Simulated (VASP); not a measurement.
Band structure of InAs (zinc blende). All values below come from PBE GGA with D3 dispersion (Becke-Johnson damping), VASP's PBE PAW potentials (set 64) (plane waves; VASP).

Unless said otherwise, spin-orbit coupling is left out, though it shifts the bands of the heavy elements here.

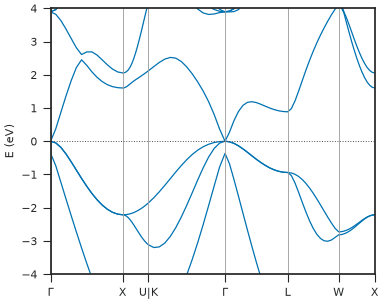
Figure: Bands along high-symmetry lines, zero at the valence-band maximum or, without a gap, the Fermi level

Task: Read the plot: is there a gap, and where are the band edges?

Result: It has no gap at this level: it comes out as a metal or semimetal. (Edges off the drawn lines would not show.)

The compound is InAs in the zinc blende structure. It was relaxed first.
